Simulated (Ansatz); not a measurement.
# SiO2 (Quartz): how G0W0 depends on its starting point

Aim: G0W0 for SiO2 (Quartz) on several starting functionals, at one mesh, band count and screening cutoff.

Method: G0W0 on several functionals, plane waves, PAW, in Ansatz 0.2.0.

In doubt: masses and optical values from hybrid runs of this build are listed as unsure (steps 3, 4), which bears on the screening that GW takes from such a start.

### Step 1. The starting structure

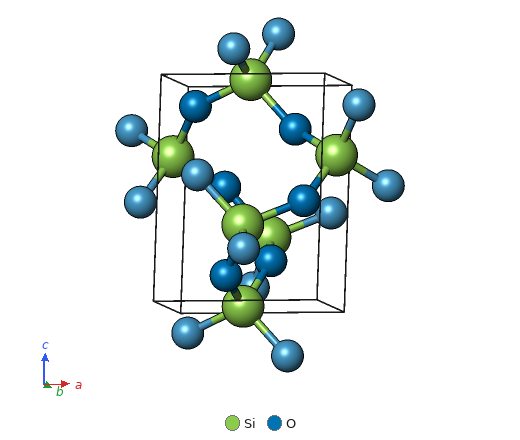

The starting structure, seen slightly off an axis (silicon green, oxygen blue). Some periodic images of atoms are drawn too.

The cell and positions come from the Crystallography Open Database and are kept as given unless a step says otherwise. The default PAW set here is soft_2. Its files were made with PBE.

### Step 2. G0W0 on PBE

G0W0 replaces the xc potential by the self-energy, built once from these orbitals. Only a window of levels is corrected, while the sums run over the empty bands that the input names.

This step: G0W0 on PBE, plane waves, PAW.

The input, input.yaml:

```yaml
crystal:
  lattice:
    - [4.9158, 0.0, 0.0]
    - [-2.4579, 4.2572076799, 0.0]
    - [0.0, 0.0, 5.4091]
  atoms:
    - { symbol: Si, position: [0.5303, 0.0, 0.3333333333] }
    - { symbol: Si, position: [0.0, 0.5303, 0.6666666667] }
    - { symbol: Si, position: [0.4697, 0.4697, 0.0] }
    - { symbol: O, position: [0.1462, 0.4142, 0.881] }
    - { symbol: O, position: [0.5858, 0.732, 0.2143333333] }
    - { symbol: O, position: [0.268, 0.8538, 0.5476666667] }
    - { symbol: O, position: [0.4142, 0.1462, 0.119] }
    - { symbol: O, position: [0.732, 0.5858, 0.7856666667] }
    - { symbol: O, position: [0.8538, 0.268, 0.4523333333] }
kpoints:
  mp_grid: { grid: [6, 6, 4] }
hamiltonian:
  xc: pbe
scf:
  occupations: { method: fixed }
gw:
  n_empty_bands: 241
  ecut_chi: 96
  qp_bands: [v3, c3]
  qp_kpoints: band_edges
  screening: { model: contour_deformation }
```

Launch:

```bash
$ ansatz run input.yaml --threads 3 --pin off --max-ram 92160MiB --backend cuda --events-out ev --progress --plain --runs-dir out --devices 1 --max-vram 13GiB
```

Numbers of over 12 decimals in the logs are rounded to 6 here.

The program printed:

```text
GPUs: using 1 of 1 available (devices: 1).
Engine: ansatz 0.2.0, x86_64-unknown-linux-gnu
Pseudopotentials: kind: paw
Pseudopotential: Si, paw, valence charge 4, recommended cutoff 420 eV (normal), Si.paw.azcp
Pseudopotential: O, paw, valence charge 6, recommended cutoff 420 eV (normal), O.paw.azcp
Functional definition: PBE
  parameter kappa = 0.804
  parameter beta = 0.066725
  exchange = pbe_x(kappa = kappa, mu = beta*pi^2/3)
  correlation = pbe_c(beta = beta)
device memory: the entry about to start is reckoned to put 1.4 GiB on a device that reports 27.9 GiB free (of which the cap on the GPU budget leaves the run 13.0 GiB)
GPU FFT provider: cuFFT
GPU libraries: cuBLAS 13.8.2, cuFFT 12.4.0, cuSOLVER 12.3.4
Crystal: 9 atoms, lattice volume = 113.199 Å³
Basis set: ecut = 420 eV, 2209 PW (Γ)
Bands: 33, of which v1, the nominal top of the filled ones, is band 24 counted from 1 (23 counted from 0)
Symmetry: 6 space group operations
Space group: P3121 (ITA 152), of the structure as read, at distance tolerance 4.8e-5 Å
k-points: 24 of 144 (time reversal used)
Non-local potential: Si, projectors of the file, l = 0: 2, l = 1: 2, l = 2: 2
Non-local potential: O, projectors of the file, l = 0: 2, l = 1: 2, l = 2: 1
PAW form: soft (Blöchl's): semilocal exchange-correlation on the pseudo side does not see the compensation charge
PAW one-centre angular grid: Si, 110 points (default); XC on 64 Gauss nodes
PAW one-centre angular grid: O, 110 points (default); XC on 64 Gauss nodes
Initial density: superposition of atomic densities (neutral atoms: chi_scale 0, normalization atom), corrected by the library's trained network
Initial wavefunctions: pseudopotential atomic-orbital guess
GPU buffer pool allocated for 51840 grid points (all kernels)
GPU transforms: local potential and band sums: pruned to the plane-wave sphere, on 36×36×40
Functional: x = pbe(κ = 0.804, μ = 0.219515), c = pbe(β = 0.066725)
SCF iter   1: F=—  HF=-5322.118245 eV  |F-HF|=—  |Δ(HF+E_count)|=         —  Δρ=1.33e-3  dr2=1.06e-3  ethr=1.77e-3  ⟨swp⟩=4.9  Hψ=3649  notcnv=0  defer=151
preconditioner: auto → Resta (q_TF=auto, 2.365 Å⁻¹)  ε∞=3.0  [insulator: Δε(μ)=5.992 eV  Ē_g=17.045 eV  n_scr=22 (ndim 8)  ℏωp=24.2 eV  f_vac=0.113  ε∞_Penn≈3.0]
SCF iter   2: F=—  HF=-5322.119734 eV  |F-HF|=—  |Δ(HF+E_count)|=   1.49e-3  Δρ=5.98e-4  dr2=1.38e-4  ethr=2.21e-6  ⟨swp⟩=2.2  Hψ=1482  notcnv=0  defer=166
SCF iter   3: F=—  HF=-5322.120153 eV  |F-HF|=—  |Δ(HF+E_count)|=   4.19e-4  Δρ=2.56e-4  dr2=3.26e-5  ethr=2.88e-7  ⟨swp⟩=2.0  Hψ=1201  notcnv=0  defer=166
SCF iter   4: F=—  HF=-5322.120278 eV  |F-HF|=—  |Δ(HF+E_count)|=   1.25e-4  Δρ=3.69e-5  dr2=1.54e-6  ethr=6.79e-8  ⟨swp⟩=2.0  Hψ=1343  notcnv=0  defer=165
iter 5 did not close the SCF: its close was put off for the readings that it lacked (scf_convergence_deferred on its scf_iter line)
SCF iter   5: F=-5322.120281 eV  HF=-5322.120281 eV  |F-HF|=2.13e-7  |Δ(HF+E_count)|=   2.74e-6  Δρ=8.57e-6  dr2=8.56e-8  ethr=3.21e-9  ⟨swp⟩=2.0  Hψ=1147  notcnv=0  defer=165
SCF iter   6: F=-5322.120281 eV  HF=-5322.120281 eV  |F-HF|=5.63e-9  |Δ(HF+E_count)|=   2.33e-7  Δρ=1.96e-6  dr2=3.76e-9  ethr=1.78e-10  ⟨swp⟩=10.5  Hψ=4048  notcnv=0
SCF 1 converged in 6 iterations: F = -5322.120281 eV  dr2 = 3.76e-9
  greatest PAW one-centre occupation: 0.863 electrons in one spin orbital (limit 2), on the O atom at site 8 (counted from 0), in its partial waves of l = 0
device memory: the entry about to start is reckoned to put 1.4 GiB (of the 1.5 GiB reckoned in all, the device holds 0.2 GiB already) on a device that reports 27.5 GiB free (of which the cap on the GPU budget leaves the run 12.9 GiB)
NSCF: frozen V_eff on 24 k-points, pencils in batches of 32, up to order 132
the band table was solved once the SCF had ended and its energy, with any forces and stress, was formed, with the checks that follow a solve (3445 applications of the Hamiltonian). They found nothing against the state; the energy, forces and stress were not computed again (output.eigenvalues in the input reference)
device memory: the entry about to start is reckoned to put 4.9 GiB on a device that reports 31.7 GiB free (of which the cap on the GPU budget leaves the run 13.0 GiB)
NSCF: frozen V_eff on 24 k-points
G₀W₀ screening: q 1/24
[... further progress lines ...]
SCF converged after 6 iterations
Free energy (F): -5322.120281 eV
Harris-Foulkes:  -5322.120281 eV  (|F-HF|=5.63e-9)
Internal energy: -5322.120281 eV  (E = F + TS)
E sigma→0 (E₀):  -5322.120281 eV
Fermi energy:    2.534941 eV
--- Per-component energies (eV) ---
  E_band       = -205.712594
  E_kinetic    = 1211.149593
  E_local      = -2960.025541  (includes V_loc(G=0)·N_el)
  E_nonlocal   = 361.564207
  E_hartree    = 1062.314959
  E_xc         = -613.780584
  E_vxc        = -712.560522  (∫ρ·V_xc dr)
  E_paw        = -2494.383670  (= ΣΔE_a)
  E_vpaw       = -230.485041  (= ΣTr[D̂ρ^β])
  E_aug_tail   = 0.015659  (compensation charges beyond the density's cutoff)
  E_ewald      = -1888.974903
  E_smearing   = -0.000000  (= −TS)
  E_closure    = 0.000000  (closes the sum)
  Σ components = -5322.120281   (vs F -5322.120281, Δ=0.00e0)
--- Band table (eV; the first three rows and the last of 24) ---
  k-point 0: bands = [... 20 lower, 1.5355, 1.8491, 2.2214, 2.2214, 8.5304, 11.8538, 11.8538, 12.3090, ... 5 higher]
  k-point 1: bands = [... 20 lower, 1.4657, 2.0012, 2.3105, 2.4404, 9.1286, 11.6806, 11.7919, 11.8117, ... 5 higher]
  k-point 2: bands = [... 20 lower, 1.3346, 2.3207, 2.3207, 2.4441, 10.4816, 10.4816, 11.5997, 12.2849, ... 5 higher]
  k-point 23: bands = [... 20 lower, 1.5978, 1.7710, 1.9498, 1.9498, 11.5467, 12.3426, 12.3426, 12.6360, ... 5 higher]
--- G₀W₀: contour deformation, 5 samples at zero and on the imaginary axis and 2 off it, 144 q-points, 241 empty bands' worth ---
  eigenvalues of the whole cell's RPA ε∞ on this k-mesh (on a slab, of 1 + 4πα/V) = 2.3533, 2.3533, 2.3851; static W/v taken at q = 0 is 0.422577
  bands read: the sum over 265 bands ends inside a degenerate multiplet in 2 slots, whose members it reads at an even weight; the widest, k=0: bands 265 to 266 (counted from 1) at 1/2 each
  gw.qp_kpoints: band_edges: 23 of 24 stored k-points solved, in 1 pass; an edge of the gap read off the rows below is read off those points alone
    valence top: of the k-points left out ik 23 came nearest to being solved in a further pass, in band 24 (counted from 1, as in the quasiparticle table): it holds the edge there only if its correction is more favourable than any solved in that band by at least 0.585 eV; those differ by 0.069 eV
    conduction bottom: of the k-points left out ik 23 came nearest to being solved in a further pass, in band 25 (counted from 1, as in the quasiparticle table): it holds the edge there only if its correction is more favourable than any solved in that band by at least 3.016 eV; those differ by 0.774 eV
    ik  band        ε_KS         Σx   Σc(E_QP)       V_xc       Z   E_QP_lin       E_QP  E_QP is
     0    22      1.8491   -26.3960     4.3928   -20.3047  0.8087     0.1263     0.1507  root
     0    23      2.2214   -26.2882     4.3138   -20.3223  0.8104     0.5471     0.5693  root
     0    24      2.2214   -26.2882     4.3138   -20.3223  0.8104     0.5471     0.5693  root
     0    25      8.5304    -7.8343    -3.3959   -12.4180  0.8688     9.7250     9.7181  root
     0    26     11.8538    -6.5913    -3.8203   -11.9226  0.8597    13.3786    13.3649  root
     0    27     11.8538    -6.5913    -3.8203   -11.9226  0.8597    13.3786    13.3649  root
     1    22      2.0012   -26.5017     4.3828   -20.4451  0.8091     0.3042     0.3274  root
     1    23      2.3105   -26.5718     4.3561   -20.5779  0.8097     0.6509     0.6727  root
     1    24      2.4404   -26.7474     4.3410   -20.8049  0.8105     0.8185     0.8389  root
     1    25      9.1286    -8.2682    -3.3879   -12.9364  0.8651    10.4171    10.4089  root
     1    26     11.6806    -6.7827    -3.8696   -12.1758  0.8606    13.2179    13.2042  root
     1    27     11.7919    -8.0166    -3.7486   -13.3928  0.8543    13.4359    13.4194  root
     2    22      2.3207   -26.7703     4.3685   -20.7826  0.8099     0.6805     0.7016  root
     2    23      2.3207   -26.7703     4.3685   -20.7826  0.8099     0.6805     0.7016  root
     2    24      2.4441   -26.7560     4.3524   -20.7935  0.8100     0.8133     0.8340  root
     2    25     10.4816    -8.7011    -3.4797   -13.6504  0.8582    11.9633    11.9512  root
     2    26     10.4816    -8.7011    -3.4797   -13.6504  0.8582    11.9633    11.9512  root
     2    27     11.5997    -4.5470    -3.7801    -9.5231  0.8694    12.8039    12.7957  root
     3    22      1.7514   -26.2529     4.3901   -20.1456  0.8088     0.0092     0.0342  root
     3    23      2.2746   -26.4914     4.3402   -20.5131  0.8101     0.6147     0.6365  root
     3    24      2.3107   -26.4777     4.3282   -20.5167  0.8103     0.6565     0.6780  root
     3    25      8.9546    -8.1489    -3.3904   -12.7936  0.8661    10.2168    10.2089  root
     3    26     11.8319    -6.8566    -3.8665   -12.2814  0.8592    13.4048    13.3902  root
     3    27     11.8922    -6.7713    -3.8916   -12.2211  0.8591    13.4652    13.4504  root
[...]
21    26     11.4681    -8.5371    -3.7056   -13.8607  0.8543    13.1020    13.0860  root
    21    27     11.9529    -8.6271    -3.6412   -13.9157  0.8520    13.6174    13.6004  root
    22    22      1.9843   -26.4401     4.3701   -20.4018  0.8093     0.2930     0.3161  root
    22    23      2.0250   -26.5594     4.3804   -20.5231  0.8090     0.3465     0.3691  root
    22    24      2.3363   -26.5828     4.3369   -20.6214  0.8103     0.6905     0.7118  root
    22    25     11.4691    -9.8780    -3.9870   -15.7658  0.8496    13.3928    13.3699  root
    22    26     11.7830    -7.2892    -3.6186   -12.3412  0.8585    13.2289    13.2164  root
    22    27     12.1394    -8.4920    -3.6971   -13.8461  0.8520    13.8138    13.7964  root
```

Wall time 66 s (1 × NVIDIA H100 80GB HBM3 (shared by 6 runs) with 3 threads of AMD EPYC 7R13 (Zen 3), shared host); peak memory 1.6 GiB; 1.9 min of CPU time.

This step gave:

```yaml
bands_summed: 265
rpa_eps_infinity_on_this_mesh_eigenvalues: 2.353, 2.353, 2.385
plane_waves_in_the_screening_matrix: 237
q_points_in_the_mesh: 144
g0w0_gap_on_the_mesh: 8.766 eV
k_of_the_valence_top: 0.3333, 0.3333, 0
k_of_the_conduction_bottom: 0, 0, 0
starting_gap_on_the_mesh: 5.995 eV
z_at_the_valence_top: 0.8107
z_at_the_conduction_bottom: 0.8688
least_direct_g0w0_gap_on_the_computed_points: 9.149 eV
```

The gap on the mesh goes from 6.00 eV to 8.77 eV, a correction of +2.77 eV. Between the two edge states, bare exchange in place of the xc potential would open the gap by 10.50 eV, and correlation takes back 7.73 eV.

### Step 3. G0W0 on HSE06

The same correction from a different start measures what one shot leaves open.

This step: G0W0 on HSE06, plane waves, PAW.

Edit input.yaml of step 2 so:

```diff
@@ -18,3 +18,3 @@
 hamiltonian:
-  xc: pbe
+  xc: hse06
 scf:
```

The program printed:

```text
GPUs: using 1 of 1 available (devices: 1).
[...]
davidson cushion auto → on  (no smearing: the cushion is to keep the highest requested band from converging to the state above it; pin scf.eigensolver.cushion to override)
[...]
GPU FFT provider: cuFFT
GPU libraries: cuBLAS 13.8.2, cuFFT 12.4.0, cuSOLVER 12.3.4
Crystal: 9 atoms, lattice volume = 113.199 Å³
Basis set: ecut = 420 eV, 2209 PW (Γ)
Bands: 33, of which v1, the nominal top of the filled ones, is band 24 counted from 1 (23 counted from 0)
[... 1 set-up line as in the run before ...]
[...]
k-points: 24 of 144 (time reversal used)
[...]
GPU buffer pool allocated for 51840 grid points (all kernels)
[...]
SCF iter   1: F=—  HF=-5322.116457 eV  |F-HF|=—  |Δ(HF+E_count)|=         —  Δρ=1.17e-3  dr2=7.91e-4  ethr=1.77e-3  ⟨swp⟩=2.0  Hψ=6043  notcnv=0
[...]
SCF iter   2: F=-5322.118185 eV  HF=-5322.117707 eV  |F-HF|=4.78e-4  |Δ(HF+E_count)|=   1.25e-3  Δρ=5.28e-4  dr2=7.17e-5  ethr=1.50e-7  ⟨swp⟩=2.3  Hψ=4455  notcnv=0
SCF 1 stopped early in 2 iterations: F = -5322.118185 eV  dr2 = 7.17e-5
[...]
GPU FFT provider: cuFFT
GPU libraries: cuBLAS 13.8.2, cuFFT 12.4.0, cuSOLVER 12.3.4
[...]
GPU buffer pool allocated for 51840 grid points (all kernels)
[...]
Frozen-core exchange: fock
[...]
Internal energy: -5323.250994 eV  (E = F + TS)
E sigma→0 (E₀):  -5323.250994 eV
Fermi energy:    1.194887 eV
[...]
--- Band table (eV; the first three rows and the last of 24) ---
  k-point 0: bands = [... 20 lower, 0.1327, 0.4649, 0.8683, 0.8683, 9.0254, 12.4612, 12.4612, 12.9646, ... 2 higher]
  k-point 1: bands = [... 20 lower, 0.0798, 0.6257, 0.9507, 1.0939, 9.6400, 12.3109, 12.3581, 12.4285, ... 2 higher]
  k-point 2: bands = [... 20 lower, -0.0533, 0.9627, 0.9627, 1.0914, 11.0491, 11.0491, 12.1215, 12.9735, ... 2 higher]
  k-point 23: bands = [... 20 lower, 0.2120, 0.3941, 0.5750, 0.5750, 12.3893, 12.9406, 12.9406, 13.3136, ... 2 higher]
  guard bands above this table: 3 of the run's 33 bands. The solve was not asked for them (output.publish_guard_bands: true or output.eigenvalues: true publishes all)
[...]
0    22      0.4649   -26.4499     3.8763   -21.7327  0.8365    -0.3801    -0.3760  root
     0    23      0.8683   -26.3689     3.8201   -21.7380  0.8377     0.0537     0.0574  root
     0    24      0.8683   -26.3689     3.8201   -21.7380  0.8377     0.0537     0.0574  root
     0    25      9.0254    -7.1888    -3.1458   -11.2811  0.8898     9.9752     9.9720  root
     0    26     12.4612    -6.0943    -3.4734   -10.7523  0.8826    13.6517    13.6458  root
     0    27     12.4612    -6.0943    -3.4734   -10.7523  0.8826    13.6517    13.6458  root
     1    22      0.6257   -26.5439     3.8706   -21.8514  0.8368    -0.2000    -0.1962  root
     1    23      0.9507   -26.5957     3.8517   -21.9478  0.8372     0.1509     0.1545  root
[...]
22    24      0.9850   -26.6166     3.8380   -21.9909  0.8377     0.1937     0.1972  root
    22    25     12.2130    -9.0977    -3.5921   -14.1496  0.8740    13.6823    13.6728  root
    22    26     12.3598    -6.3731    -3.2721   -10.7124  0.8833    13.4318    13.4270  root
    22    27     12.7812    -7.7772    -3.3343   -12.3948  0.8767    14.0718    14.0645  root
[key lines of the parts left out:]
Free energy (F): -5323.250994 eV
```

Run time: 2.6 min. Hardware: 1 × NVIDIA H100 80GB HBM3 (shared by 6 runs) with 3 threads; peak memory 2.3 GiB; 3.8 min of CPU time.

Numbers from this step:

```yaml
bands_summed: 265
rpa_eps_infinity_on_this_mesh_eigenvalues: 2.115, 2.115, 2.138
plane_waves_in_the_screening_matrix: 237
q_points_in_the_mesh: 144
g0w0_gap_on_the_mesh: 9.532 eV
k_of_the_valence_top: 0.3333, 0.3333, 0
k_of_the_conduction_bottom: 0, 0, 0
starting_gap_on_the_mesh: 7.831 eV
z_at_the_valence_top: 0.8380
z_at_the_conduction_bottom: 0.8898
least_direct_g0w0_gap_on_the_computed_points: 9.915 eV
```

Against the run with 6×6×4 mesh, 241 empty bands, screening to 96 eV on PBE, the gap moves by +0.77 eV, while the start moved by +1.84 eV.

### Step 4. G0W0 on PBE0

This step: G0W0 on PBE0, plane waves, PAW.

Edit input.yaml of step 3 so:

```diff
@@ -18,3 +18,3 @@
 hamiltonian:
-  xc: hse06
+  xc: pbe0
 scf:
```

The program printed:

```text
GPUs: using 1 of 1 available (devices: 1).
[...]
GPU FFT provider: cuFFT
GPU libraries: cuBLAS 13.8.2, cuFFT 12.4.0, cuSOLVER 12.3.4
Crystal: 9 atoms, lattice volume = 113.199 Å³
Basis set: ecut = 420 eV, 2209 PW (Γ)
Bands: 33, of which v1, the nominal top of the filled ones, is band 24 counted from 1 (23 counted from 0)
[... 1 set-up line as in the run before ...]
[...]
k-points: 24 of 144 (time reversal used)
[...]
1    22      0.2169   -26.5481     3.7443   -22.2666  0.8440    -0.3218    -0.3204  root
     1    23      0.5436   -26.5994     3.7268   -22.3608  0.8444     0.0304     0.0317  root
[...]
22    24      0.5777   -26.6210     3.7141   -22.4045  0.8448     0.0740     0.0752  root
    22    25     12.5920    -9.0784    -3.4845   -13.7462  0.8799    13.7809    13.7753  root
    22    26     12.7296    -6.3471    -3.1740   -10.3098  0.8890    13.5206    13.5183  root
    22    27     13.1611    -7.7629    -3.2319   -11.9972  0.8826    14.1676    14.1636  root
[key lines of the parts left out:]
Free energy (F): -5324.302564 eV
Fermi energy:    0.788937 eV
```

Elapsed: 86 s, on 1 × NVIDIA H100 80GB HBM3 (shared by 6 runs) with 3 threads; peak memory 2.3 GiB.

This step gave:

```yaml
bands_summed: 265
rpa_eps_infinity_on_this_mesh_eigenvalues: 2.065, 2.065, 2.086
plane_waves_in_the_screening_matrix: 237
g0w0_gap_on_the_mesh: 9.737 eV
k_of_the_valence_top: 0.3333, 0.3333, 0
k_of_the_conduction_bottom: 0, 0, 0
starting_gap_on_the_mesh: 8.595 eV
least_direct_g0w0_gap_on_the_computed_points: 10.12 eV
```

Against the run with 6×6×4 mesh, 241 empty bands, screening to 96 eV on HSE06, the gap moves by +0.21 eV, while the start moved by +0.76 eV.

### Step 5. Side by side

All on the 6×6×4 mesh with 241 empty bands and screening to 96 eV. Times are wall times on 1 × NVIDIA H100 80GB HBM3 (shared by 6 runs) with 3 threads of AMD EPYC 7R13 (Zen 3), shared host, good to a factor of about two.

```
start  starting gap (eV)  shift (eV)  G0W0 gap (eV)  RPA ε∞ (harmonic mean)  Z (valence, conduction)     time
  PBE               6.00       +2.77           8.77                    2.36               0.81, 0.87     66 s
HSE06               7.83       +1.70           9.53                    2.12               0.84, 0.89  2.6 min
 PBE0               8.60       +1.14           9.74                    2.07               0.85, 0.89     86 s
```

The parts of the quasiparticle energy at the two band edges (eV; QP = start + Σx + Σc − Vxc):

```csv
run,edge,start,Σx,Σc,Vxc,Z,QP
PBE,valence top,2.53,-26.84,4.34,-20.92,0.81,0.95
PBE,conduction bottom,8.53,-7.83,-3.40,-12.42,0.87,9.72
HSE06,valence top,1.19,-26.85,3.84,-22.26,0.84,0.44
HSE06,conduction bottom,9.03,-7.19,-3.15,-11.28,0.89,9.97
PBE0,valence top,0.79,-26.86,3.72,-22.67,0.85,0.32
PBE0,conduction bottom,9.38,-7.18,-3.06,-10.91,0.89,10.06
```

For a hybrid start, Vxc holds its share of exact exchange.

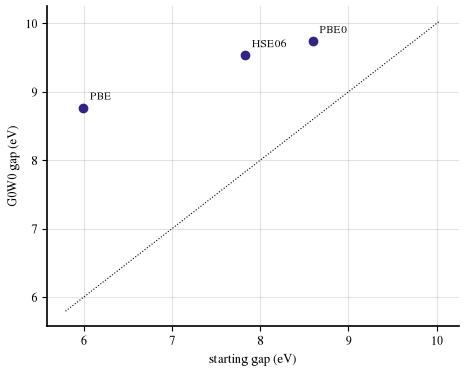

G0W0 gap against starting gap; on the dotted line the correction would vanish.

### Step 6. Results

```json
{
  "G0W0@PBE": "8.77 eV (start 6.00 eV)",
  "G0W0@HSE06": "9.53 eV (start 7.83 eV)",
  "G0W0@PBE0": "9.74 eV (start 8.60 eV)",
  "known limits": "not at the basis limit"
}
```

The starting gaps span 2.60 eV and the G0W0 gaps 0.97 eV. Between PBE and PBE0, 0.97 eV of the 2.60 eV survives, 37 %. PBE0 screens less than PBE (ε∞ 2.07 against 2.36). Of the 0.97 eV by which its G0W0 gap is higher, the correlation part gives +0.95 eV, and exchange with the one-particle terms, which follow the orbitals, +0.02 eV. The smallest correction, +1.14 eV, is on PBE0, the start nearest to reproducing itself. Bands and cutoff are finite, so the gap is not at the basis limit. The miss can reach some tenths of an eV and take either sign; the mesh is an error of its own.

[Paths, hosts, dates, memory and timing lines, banners, echoed tables and standing remarks are left out of the program output.]

[Logs are printed without paths, hosts, clocks, repeated set-up lines and the standing remarks that a program may print on its own settings, such as how far it seeks lower states.]

[Runs of the session that timed out or met a known fault of the program may be left out.]

[Cells called generated may have been cut or substituted from an entry of the Crystallography Open Database or the Materials Project.]

[Hosts, paths, dates, database ids (printed as entryN), source tags and the programs' standing remarks are cut or masked in the printed files.]
